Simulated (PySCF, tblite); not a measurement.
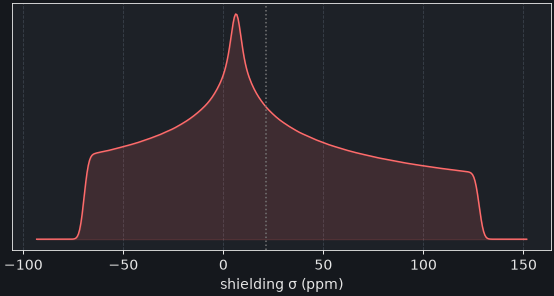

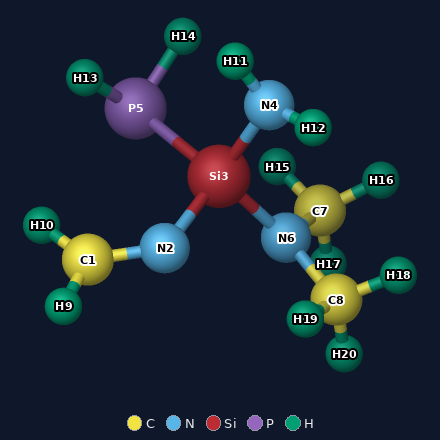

Static powder pattern (¹³C) from GIAO shielding tensors of C₃H₁₂N₃PSi, SMILES C=N[Si@](N)(P)N(C)C, PBE0/pcSseg-1 in PySCF 2.14.0, at a GFN2-xTB geometry (a minimum by its frequencies); absolute shielding, one fixed geometry of the isolated molecule without any motion, no dipolar terms. The dotted line is the isotropic value; skew is 3(σiso − σ22)/span.

Question: The pattern belongs to C1. Give the principal values, span and skew.

Answer: C1: σ11, σ22, σ33 = −70, 6, 128 ppm, isotropic 22, span 197 ppm, skew 0.23.

Caveats: the tight-binding geometry is rougher than a DFT one and adds to the error; one conformer of a flexible molecule.
